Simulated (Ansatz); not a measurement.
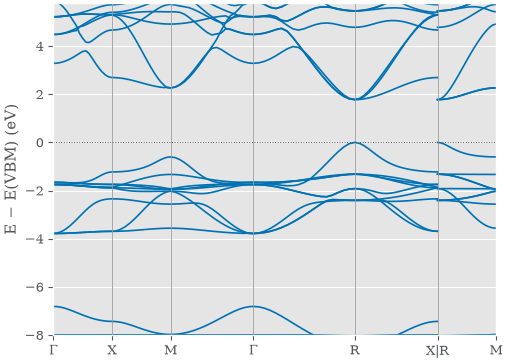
Figure: Band structure from the program Ansatz at the PBE level (PAW)

Task: Read off the gap and where the band edges lie.

Result: About 1.8 eV (1.78 eV by a search for the band edges); maximum at R, minimum at R.

The material is CsPbBr3 (cubic perovskite, Pm-3m).

This is a known high-temperature phase of the composition, computed here at zero pressure and temperature. The cell was relaxed with PBE under the symmetry of its start; of distortions, only those at the zone centre were tested. Spin–orbit coupling is left out wherever it is not named.

Potentials: the later of the program's two PAW sets.
